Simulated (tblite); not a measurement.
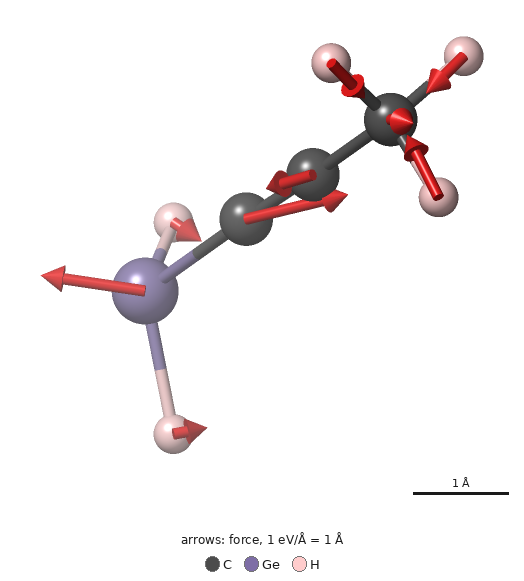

Starting geometry of C₃H₅Ge (multiplicity 2) with the computed forces as red arrows. Style: ball-and-stick. Shown from a free direction.

All numbers below come from GFN2-xTB geometry optimisation, gas phase in tblite. 

Question: Is this structure relaxed? If not, where do the atoms go?

Answer: It isn't relaxed: the largest force vector, on a C atom, is 1.25 eV/Å. The final displacements follow the starting forces only in part (cosine between the two patterns 0.58). After 36 geometry steps the energy has fallen by 0.142 eV. The largest move after the best rigid fit is that of the Ge atom, 0.12 Å. Largest moves by element: Ge 0.12 Å, H 0.10 Å, C 0.04 Å. Near-neighbour distances that change, for instance: C–H 1.118 → 1.090 Å, C–Ge 1.884 → 1.906 Å, Ge–H 1.541 → 1.552 Å, C–C 1.219 → 1.210 Å. Bond angles that change, for instance: C–Ge–H 110.3° → 102.9°, H–Ge–H 109.8° → 102.7°, C–Ge–H 109.2° → 102.9°.
